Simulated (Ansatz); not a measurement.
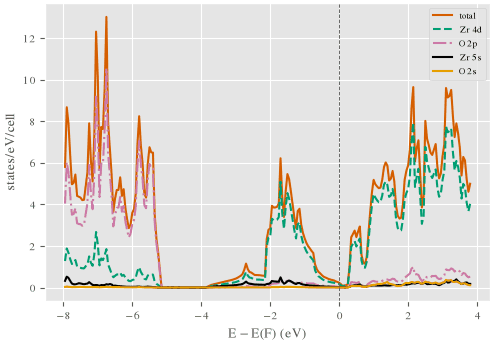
*Total and projected density of states of ZrO in space group P-62m (No. 189; Zr on 1a, Zr on 2d, O on 3f), PBE in the plane-wave PAW code Ansatz*

Problem. Which orbitals carry the states next to the Fermi level?

Solution. Within 0.5 eV of the Fermi level: Zr 4d 78 %, O 2p 12 %, Zr 5s 6 %. Projections are on Löwdin-orthogonalised atomic valence shells; empty p or d shells of many metals are not among them.

Problem. Where is the tallest occupied peak in this window, and what makes it?

Solution. Near -6.8 eV, about 13 states/eV per cell; the largest projected share is O 2p.

The start of the workflow was typed in or built on a structure type; neither database checked (COD, Materials Project) lists it. COD files the formula under space group No. 225, so this cell is another polymorph or a model. Its standing as an ambient phase is unchecked. Symmetry was held in the PBE relaxation; its stability against distortions is not shown here. No spin polarisation was allowed. A small band overlap can be real or an error of a semilocal functional. Spin–orbit coupling is left out wherever it is not named.

Potentials: the earlier of the program's two PAW sets.
